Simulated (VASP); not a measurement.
Band structure of Ta$_{2}$O$_{5}$ (space group P2/m). Level of theory: r2SCAN meta-GGA, VASP's PBE PAW potentials (set 64) (plane waves; VASP).

Unless said otherwise, spin-orbit coupling is left out, though it shifts the bands of the heavy elements here.

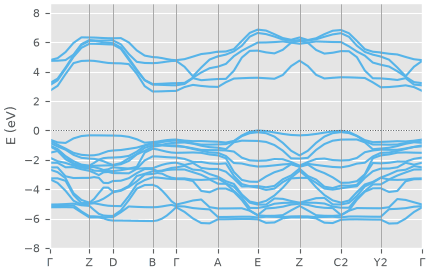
Figure. Bands along high-symmetry lines, zero at the valence-band maximum or, without a gap, the Fermi level

Read the plot: is there a gap, and where are the band edges?

The gap is indirect, 2.65 eV, from the valence maximum at E to the conduction minimum at B.

The structure comes from a computed database's Ta2O5 entry (P2/m); how it stands against other phases isn't given here. It was relaxed first.
